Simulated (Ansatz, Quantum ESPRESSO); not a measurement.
# Equation of state of fcc Al

How stiff is fcc Al under hydrostatic load? Each row scales the relaxed cell evenly and relaxes the atoms. The phase is followed to these pressures whether or not it stays the stable one.

Calculated with Ansatz 0.2.0, r2SCAN, PAW files of the set soft_1, cutoff 600 eV, Fermi–Dirac smearing 0.05 eV, k-mesh 19×19×19, no spin polarisation, no spin-orbit coupling.

Reference cell, relaxed at zero pressure with r2SCAN (Fm-3m): a = 2.8220 Å, b = 2.8220 Å, c = 2.8220 Å, α = 60.00°, β = 60.00°, γ = 60.00°.

```csv
atom,x,y,z
Al,0.0000,0.0000,0.0000
```

| V (Å³/atom) | V/V0 | P (GPa) | E − E0 (meV/atom) |
| --- | --- | --- | --- |
| 14.9384 | 0.9400 | 6.597 | 18.6 |
| 15.2562 | 0.9600 | 4.153 | 7.9 |
| 16.2098 | 1.0200 | −1.738 | 1.7 |
| 16.5276 | 1.0400 | −3.298 | 6.8 |
| 16.8454 | 1.0600 | −4.691 | 14.7 |

V0 = 15.8919 Å³ an atom, where the residual pressure P0 is +0.008 GPa. **Question.** Fit the Birch–Murnaghan law and give the pressure and the energy at V = 15.5741 Å³ an atom, a row left out above.

With the Eulerian strain f = ½[(V0/V)^(2/3) − 1] and F = (P − P0)/[3f(1 + 2f)^(5/2)], the third-order law is the line F = B0 + (3/2) B0 (B′ − 4) f.

```csv
f,F (GPa)
0.02106,94.09
0.01379,93.57
−0.00656,91.71
−0.01290,91.16
−0.01905,90.61
```

A straight line through the 5 rows: the means are −0.000732 for f and 92.228 for F, Σ(Δx)² = 0.001203 and ΣΔxΔy = 0.1057, so the slope is 0.1057/0.001203 = 87.853 and the intercept 92.228 − (87.853)(−0.000732) = 92.292.

Hence B0 = 92.3 GPa and B′ = 4 + (87.9)/(1.5 × 92.3) = 4.63. For the withheld volume f = 0.00678, F = 92.89 GPa and P = 1.96 GPa. The run itself gives 1.96 GPa, so the estimate misses by 0.00 GPa, a rounding's worth.

Integrating the same law gives E − E0 = (9/2) B0 V0 f²[1 + (B′ − 4) f] + P0(V0 − V), with 1 GPa Å³ = 6.2415 meV: 1.9 meV an atom. The run itself gives 1.9 meV, so the estimate misses by 0.0 meV, a rounding's worth.

The same fit over all rows at other levels or in other programs gives B0 = 82 GPa with PBEsol (Quantum ESPRESSO, PseudoDojo), 81 GPa with PBEsol (Quantum ESPRESSO, GBRV) and 82 GPa with PBEsol (Ansatz).

The calculation is for a static lattice, while measurements hold thermal and zero-point motion.

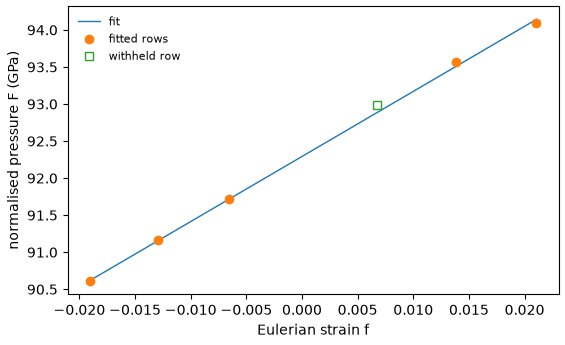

The fitted law, the rows behind it and the withheld row.

[Logs are printed without paths, hosts, clocks, repeated set-up lines and the standing remarks that a program may print on its own settings, such as how far it seeks lower states.]
